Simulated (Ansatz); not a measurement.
A series of calculations on BH2F

**1. Relaxation**

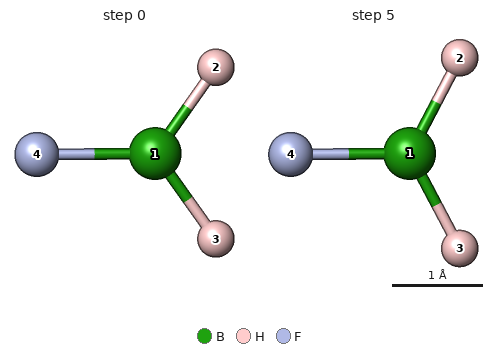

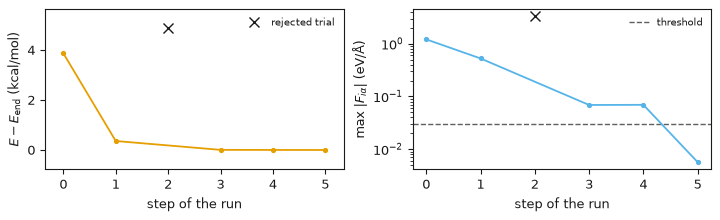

First and last geometry of a relaxation of BH$_{2}$F, with the history of the run. The picture is a ball-and-stick view, seen face on.

The run prepares an end point of a later path (reaction) calculation, from a guessed geometry.

These are results of RKS BLYP-D4/6-31G* (Ansatz 0.2.0), not measurements.

Input file:
```yaml
crystal:
  periodic: [false, false, false]
  atoms:
    - { symbol: B, position_ang: [0.267349, 0.0, 0.154372] }
    - { symbol: H, position_ang: [0.378316, 0.0, 1.323797] }
    - { symbol: H, position_ang: [1.335605, 0.0, -0.334196] }
    - { symbol: F, position_ang: [-0.88137, 0.0, -0.508873] }
basis:
  gaussian: { orbitals: "6-31G*" }
hamiltonian:
  xc: blyp
  dispersion: d4
relax:
  f_tol: 0.03
  max_steps: 50
output:
  orbitals: {}
```

Run as
```bash
ansatz run input.yaml --threads 1 --pin off --max-ram 2048MiB --backend cpu --events-out ev --progress --plain --runs-dir out
```

**What do the curves and the structures tell?**

It converged. Over 4 accepted moves (5 points after the start) the energy falls by 3.87 kcal/mol. Largest force component: 1.2 eV/Å at the start, 0.0057 eV/Å at the end. The line search rejected the trial step at point 2 of the run. The largest moves after the best rigid fit, 0.12 Å, are those of H2 and H3. Largest moves by element: H 0.12 Å, B 0.06 Å, F 0.05 Å. Some distances before and after: B1–H2 1.175 → 1.203 Å, B1–F4 1.326 → 1.334 Å. Bond angles that change, for instance: H2–B1–H3 109.2° → 124.4°, H2–B1–F4 125.4° → 117.8°.

**2. Relaxation**

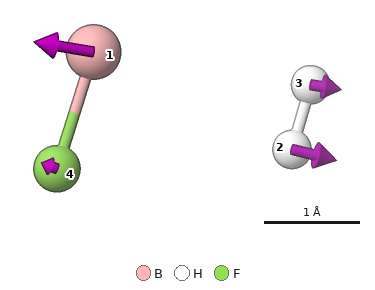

This is a relaxation of BH2F. The starting structure is drawn; purple arrows show the displacements, at their true length. The two geometries are superimposed by the best rigid fit.

Style: ball-and-stick. Shown at a tilt.

The run prepares an end point of a later path (reaction) calculation, from a guessed geometry.

Computed with RKS BLYP-D4/6-31G* in Ansatz 0.2.0.

Input file:
```yaml
crystal:
  periodic: [false, false, false]
  atoms:
    - { symbol: B, position_ang: [-0.226437, 0.150419, -0.957584] }
    - { symbol: H, position_ang: [0.99521, -0.061747, 1.100412] }
    - { symbol: H, position_ang: [1.542444, -0.00568, 0.651796] }
    - { symbol: F, position_ang: [-1.211317, -0.082992, -0.159524] }
basis:
  gaussian: { orbitals: "6-31G*" }
hamiltonian:
  xc: blyp
  dispersion: d4
relax:
  f_tol: 0.03
  max_steps: 50
```

Launched with:
```bash
ansatz run input.yaml --threads 1 --pin off --max-ram 2048MiB --backend cpu --events-out ev --progress --plain --runs-dir out
```

Describe the change and its energy.

After 8 accepted moves (9 points after the start) the energy has fallen by 0.202 eV. The largest force component goes from 1.2 to 0.014 eV/Å. The line search rejected the trial step at point 7 of the run. The forces were under the threshold at step 6, but the run went on from there. The largest move after the best rigid fit is that of B1, 0.67 Å. Largest moves by element: B 0.67 Å, H 0.51 Å, F 0.19 Å. Among the contacts that change: H2–H3 0.710 → 0.748 Å.

Limits of the set-up: the start holds two separate molecules, 2.4 Å apart at their closest, whose relative position is a soft coordinate.

**3. Path**

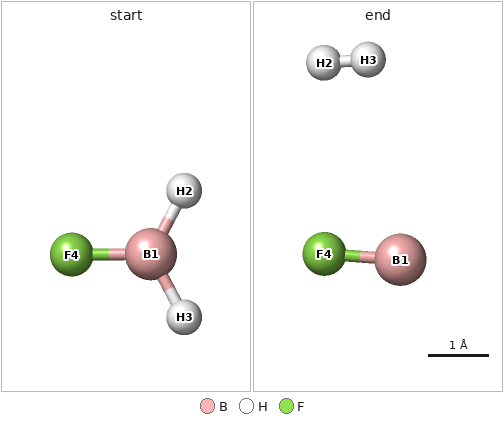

The two relaxed end points of a path for BH2F. A ball-and-stick model, seen face on.

Theory: RKS BLYP-D4/6-31G* in Ansatz 0.2.0.

Run with 5 movable images; climbing image; force threshold 0.05 eV/Å; iteration limit 60.

Start:
```xyz
4

B     0.3206    0.0000    0.1851
H     0.2749    0.0000    1.3875
H     1.3391    0.0000   -0.4556
F    -0.8346    0.0000   -0.4819
```

End:
```xyz
4

B    -0.6528    0.0502   -1.4606
H     1.2965   -0.0176    1.5174
H     1.7692   -0.0176    0.9378
F    -1.3130   -0.0149   -0.3595
```

Question: What barrier does the band find between them, and by what path?

Answer: Forward barrier 4.15 eV, backward barrier 1.73 eV, with image 2 at the top; the reaction energy is +2.42 eV. Breaking: B1–H2 (1.20 → 1.75 at the top → 3.56 Å), B1–H3 (1.20 → 1.21 at the top → 3.41 Å). Forming: H2–H3 (2.13 → 1.24 at the top → 0.75 Å). The band converged in 17 iterations. The largest component of the band force went from 46 to 0.027 eV/Å. The climbing image converged on the top of the path. Its vibrational analysis gives one imaginary mode (1482i cm⁻¹), as a transition state must have.

Energies of the converged images:

| image | path (Å) | E (eV) |
| --- | --- | --- |
| 0 | 0.00 | 0.000 |
| 1 | 0.54 | 1.531 |
| 2 | 1.08 | 4.147 |
| 3 | 1.80 | 2.681 |
| 4 | 2.52 | 2.415 |
| 5 | 3.24 | 2.405 |
| 6 | 3.97 | 2.416 |

The geometry at the top of the path:

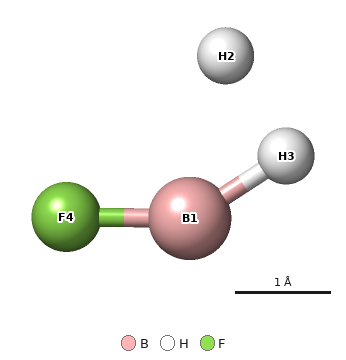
